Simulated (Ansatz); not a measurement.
# Nudged elastic band of GeSiH$_{7}$O$_{2}$F (part 2 of 2)

The same run, continued: GeSiH$_{7}$O$_{2}$F; RKS BHLYP/def2-SVP (Ansatz 0.2.0). It belongs to a series of runs on one base structure; here: band between the two ends.

Geometry of the input (Å):
```
Ge -0.5344  0.5080  -0.0778
O  -0.8535  0.7041  1.6227
H  -0.2031  0.3130  2.2053
F  1.0075  1.1733  -0.4312
H  -1.6126  1.2235  -0.8620
O  -0.3052  -1.1802  -0.4935
H  -1.0742  -1.7396  -0.4005
Si 1.6594  -2.7671  1.4332
H  0.5346  -3.6378  1.0220
H  2.4607  -2.3435  0.2680
H  2.5182  -3.5222  2.3775
H  1.1273  -1.5833  2.1538
```

### Output, continued
```
NEB iter  36: max|band force component| = 6.576e-2 eV/Å  barrier→ = 2.7603 eV  barrier← = 2.6048 eV  CI = image 3  Δτ_max = 0.0307 Å  (150 SCF iters)
NEB iter  37: max|band force component| = 5.109e-2 eV/Å  barrier→ = 2.7602 eV  barrier← = 2.6048 eV  CI = image 3  Δτ_max = 0.0307 Å  (143 SCF iters)
the calculation of the forces begins
reference -71303.82320267 eV, -2620.3671712309 hartree; 39, 39 occupied and 88, 88 virtual orbitals, 1321 factors
1320 factors; integrals over basis functions are off by at most 1.1e-3 eV
mean field -71301.25122938 eV, -2620.2726529556 hartree, gradient 1.6e-5 eV, S^2 0.000000; 1 other end points of the search recorded, 0 dependent functions left out
the calculation of the forces begins
reference -71301.25141661 eV, -2620.2726598364 hartree; 39, 39 occupied and 88, 88 virtual orbitals, 1320 factors
NEB iter  38: max|band force component| = 4.120e-2 eV/Å  barrier→ = 2.7601 eV  barrier← = 2.6046 eV  CI = image 3  Δτ_max = 0.0000 Å  (275 SCF iters)
```

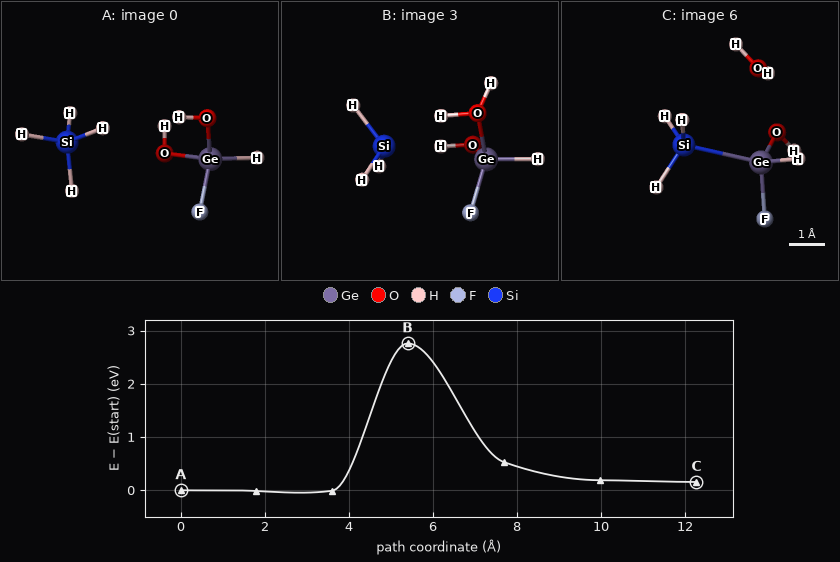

Figure 1. Images of the last band (counted from 0; ball-and-stick, seen at a tilt) above the energy along the path; the line is a cubic interpolation that uses the forces. The highest image is number 3, 2.760 eV above the start and 2.605 eV above the end (the climbing image); the end lies 0.155 eV above the start. The path is 12.27 Å long. The band converged in 38 iterations.

```
Total energy: -71301.25141661 eV, -2620.2726598364 hartree
Atom 0 at    -0.234512    -0.062049     0.012081 Å, force     0.014591    -0.011280     0.023197 eV/Å
Atom 1 at     0.106901     0.331850     1.889283 Å, force     0.012955     0.016768    -0.028032 eV/Å
Atom 2 at    -0.620448     0.471752     2.509694 Å, force     0.004750    -0.013089     0.009496 eV/Å
Atom 3 at     1.186739     0.128116    -0.938764 Å, force    -0.004946     0.000018     0.000522 eV/Å
Atom 4 at    -1.060711     1.178987    -0.261641 Å, force    -0.002822     0.000920    -0.000279 eV/Å
Atom 5 at    -1.301352    -1.382797    -0.364917 Å, force    -0.007742    -0.002037    -0.010782 eV/Å
Atom 6 at    -0.885891    -2.245506    -0.325734 Å, force    -0.000125     0.001955    -0.001158 eV/Å
Atom 7 at     1.519848    -2.269179     1.144029 Å, force     0.006781    -0.000979    -0.004050 eV/Å
Atom 8 at     1.011557    -3.089816    -0.005936 Å, force     0.001602     0.000670     0.001391 eV/Å
Atom 9 at     2.978154    -2.110262     0.898819 Å, force     0.001001    -0.001697    -0.000248 eV/Å
Atom 10 at     1.384318    -3.198804     2.308081 Å, force    -0.002323    -0.000331    -0.000951 eV/Å
Atom 11 at     0.639995    -0.604195     1.952406 Å, force    -0.023722     0.009081     0.010893 eV/Å
Dipole moment:    -0.659375     0.495947     0.513780 e Å
this run last wrote the band of iteration 38 to [file]
```

### The last band as extended XYZ (Å, eV, eV/Å)
```
12
Properties=species:S:1:pos:R:3:forces:R:3 image=0 energy=-71304.01129
Ge   -0.5344    0.5080   -0.0778    0.0203  -0.0076  -0.0070
O    -0.8535    0.7041    1.6227    0.0181  -0.0093  -0.0012
H    -0.2031    0.3130    2.2053   -0.0142   0.0072  -0.0061
F     1.0075    1.1733   -0.4312   -0.0237  -0.0088   0.0058
H    -1.6126    1.2235   -0.8620    0.0055  -0.0046   0.0036
O    -0.3052   -1.1802   -0.4935   -0.0197   0.0171   0.0109
H    -1.0742   -1.7396   -0.4005    0.0146   0.0054  -0.0050
Si    1.6594   -2.7671    1.4332   -0.0137   0.0034   0.0001
H     0.5346   -3.6378    1.0220    0.0140   0.0136   0.0029
H     2.4607   -2.3435    0.2680   -0.0119  -0.0058   0.0180
H     2.5182   -3.5222    2.3775    0.0001   0.0059  -0.0061
H     1.1273   -1.5833    2.1538    0.0109  -0.0164  -0.0158
12
Properties=species:S:1:pos:R:3:forces:R:3 image=1 energy=-71304.02567
Ge   -0.6716    0.3578   -0.1035   -0.0023  -0.0116  -0.0076
O    -1.1131    0.5091    1.5789   -0.0079  -0.0013   0.0030
H    -0.3704    0.5788    2.1767   -0.0040   0.0047  -0.0025
F     1.0591    0.3215   -0.0689    0.0018  -0.0339   0.0081
H    -1.1472    1.4834   -0.9894    0.0129   0.0087  -0.0007
O    -1.2280   -1.1530   -0.7568   -0.0294   0.0107   0.0129
H    -1.1209   -1.9124   -0.1863    0.0024  -0.0131  -0.0067
Si    1.8748   -2.6008    1.4294    0.0095   0.0056   0.0006
H     0.6414   -3.1102    0.7794    0.0014   0.0246  -0.0101
H     2.8406   -2.1782    0.3972    0.0152   0.0057   0.0088
H     2.4527   -3.6835    2.2575   -0.0098  -0.0048  -0.0048
H     1.5073   -1.4643    2.3033    0.0101   0.0046  -0.0009
12
Properties=species:S:1:pos:R:3:forces:R:3 image=2 energy=-71304.02097
Ge   -0.6183    0.2970    0.0089   -0.0323   0.0398   0.0017
O    -0.5037    0.8690    1.6473   -0.0611   0.0496  -0.0219
H    -0.3862    0.2033    2.3215    0.0206  -0.0252  -0.0176
F     0.9725   -0.0743   -0.5711   -0.0053  -0.0185   0.0322
H    -1.2124    1.3936   -0.8374   -0.0079   0.0235  -0.0523
O    -1.4700   -1.2244   -0.0740   -0.0148   0.0120   0.0209
H    -0.9397   -1.9704   -0.3507   -0.0057   0.0268  -0.0075
Si    1.7857   -2.4638    1.3283    0.0175  -0.0081   0.0210
H     0.9817   -2.9578    0.1863   -0.0037   0.0111   0.0154
H     3.1338   -2.0805    0.8675    0.0123   0.0001   0.0044
H     1.8695   -3.5406    2.3388    0.0368  -0.0377   0.0073
H     1.1118   -1.3029    1.9520    0.0435  -0.0734  -0.0037
12
Properties=species:S:1:pos:R:3:forces:R:3 image=3 energy=-71301.25123
Ge   -0.2345   -0.0620    0.0121    0.0146  -0.0113   0.0232
O     0.1069    0.3318    1.8893    0.0130   0.0168  -0.0280
H    -0.6204    0.4718    2.5097    0.0047  -0.0131   0.0095
F     1.1867    0.1281   -0.9388   -0.0049   0.0000   0.0005
H    -1.0607    1.1790   -0.2616   -0.0028   0.0009  -0.0003
O    -1.3014   -1.3828   -0.3649   -0.0077  -0.0020  -0.0108
H    -0.8859   -2.2455   -0.3257   -0.0001   0.0020  -0.0012
Si    1.5198   -2.2692    1.1440    0.0068  -0.0010  -0.0040
H     1.0116   -3.0898   -0.0059    0.0016   0.0007   0.0014
H     2.9782   -2.1103    0.8988    0.0010  -0.0017  -0.0002
H     1.3843   -3.1988    2.3081   -0.0023  -0.0003  -0.0010
H     0.6400   -0.6042    1.9524   -0.0237   0.0091   0.0109
12
Properties=species:S:1:pos:R:3:forces:R:3 image=4 energy=-71303.48254
Ge    0.1963   -0.3766   -0.1701    0.0659  -0.0486  -0.0503
O     0.0459    0.0497    2.4888   -0.0184  -0.0478   0.0938
H    -0.7883    0.4207    2.7710   -0.0322   0.0127   0.0291
F     0.9325   -0.2471   -1.7545   -0.0660  -0.0832  -0.1387
H    -0.1263    1.0650    0.1646    0.1544  -0.0309   0.0491
O    -1.3837   -1.1502   -0.3742    0.0256   0.0114   0.0047
H    -1.3156   -2.0630   -0.6464   -0.0963   0.0145  -0.0432
Si    1.5716   -2.1129    0.7333    0.0152   0.0253  -0.0662
H     1.3299   -3.2349   -0.2065    0.0632  -0.0310  -0.0182
H     3.0198   -1.8292    0.8022    0.0114   0.0686  -0.0105
H     1.1170   -2.5854    2.0691   -0.0371   0.1286  -0.0191
H     0.1255   -0.7881    2.9400   -0.0858  -0.0196   0.1694
12
Properties=species:S:1:pos:R:3:forces:R:3 image=5 energy=-71303.82302
Ge    0.3590   -0.4507   -0.0679   -0.0042   0.0055   0.0068
O    -0.3317   -0.1316    2.4818   -0.0024  -0.0059  -0.0004
H    -1.1866   -0.3385    2.0907   -0.0008   0.0019  -0.0029
F     0.4171   -0.6302   -1.8121    0.0002  -0.0036  -0.0018
H     0.6400    1.0288    0.1523    0.0037   0.0014  -0.0025
O    -1.3630   -0.8408    0.2035    0.0013  -0.0058   0.0016
H    -1.8392   -0.9365   -0.6203   -0.0013   0.0061  -0.0004
Si    1.8237   -2.1638    0.7019   -0.0006  -0.0015  -0.0035
H     1.4667   -3.4213    0.0072    0.0024  -0.0008   0.0022
H     3.2220   -1.7990    0.3783    0.0001   0.0004   0.0001
H     1.6963   -2.3588    2.1642    0.0011   0.0008  -0.0012
H    -0.1797   -0.8095    3.1377    0.0003   0.0017   0.0021
12
Properties=species:S:1:pos:R:3:forces:R:3 image=6 energy=-71303.85580
Ge    0.4678   -0.3269   -0.1314    0.0082   0.0053   0.0057
O    -0.4367   -0.6090    2.4675   -0.0051  -0.0122   0.0080
H    -1.2073   -0.7948    1.9207    0.0009   0.0004  -0.0018
F     0.6808   -0.2975   -1.8654   -0.0053  -0.0026   0.0067
H     0.6840    1.1249    0.2885   -0.0050  -0.0021  -0.0087
O    -1.2597   -0.7649   -0.0158    0.0114  -0.0083   0.0132
H    -1.7508   -0.5711   -0.8122   -0.0095   0.0120  -0.0151
Si    1.7937   -2.0623    0.8057   -0.0069  -0.0042  -0.0010
H     0.8960   -3.1828    1.1672    0.0028   0.0039   0.0005
H     2.7965   -2.5390   -0.1742    0.0033   0.0001  -0.0011
H     2.4854   -1.5578    2.0114    0.0047  -0.0018   0.0013
H    -0.4252   -1.2707    3.1554    0.0005   0.0096  -0.0077
```
